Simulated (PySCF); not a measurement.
```xyz
5
charge -1, multiplicity 1
B    -0.0062    0.0229   -0.0318
H    -0.7879   -0.8141   -0.5028
H     0.1437   -0.1886    1.1794
H    -0.4677    1.1602   -0.1975
H     1.0884   -0.0658   -0.6042
```

What structure does this define?

It has 5 atoms: 1 boron and 4 hydrogen (BH4(-)). As SMILES it reads `[BH4-]`. Among its groups: B–H bond. This geometry has Td symmetry. Coordination: 1 B tetrahedral.

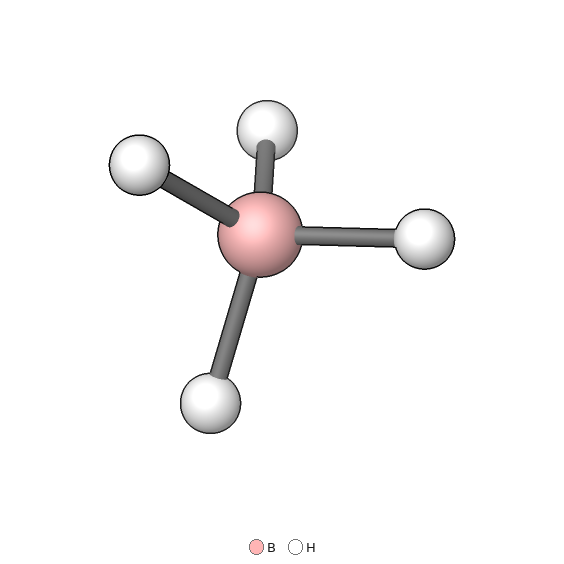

Source: calculation with PySCF.
